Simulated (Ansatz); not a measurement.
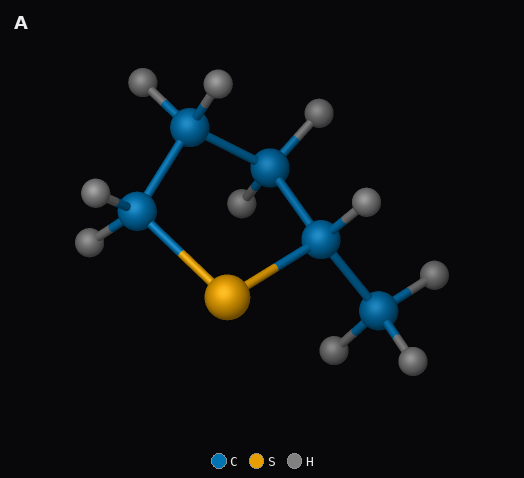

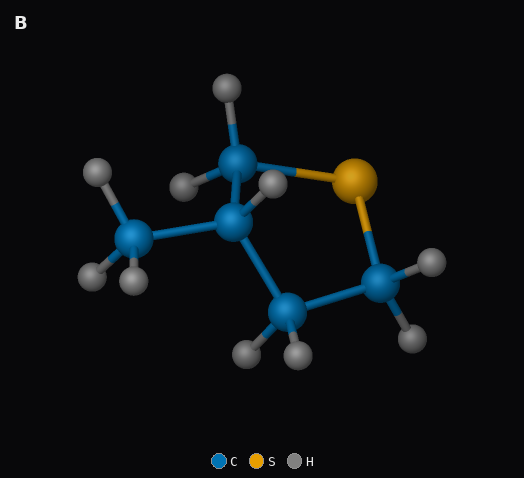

2 stationary structures of one formula. Geometries: PBE-D4/def2-SVP. Electronic energies: PBE-D4/def2-SVP (Ansatz 0.2.0), without zero-point energy. No frequency run is at hand to confirm each as a minimum.

How are they related?

They are constitutional isomers of C5H10S: A `C[C@H]1CCCS1`, B `C[C@H]1CCSC1`.

Which structure is the most stable?

A is lowest; B lies 3.6 kJ/mol above it.
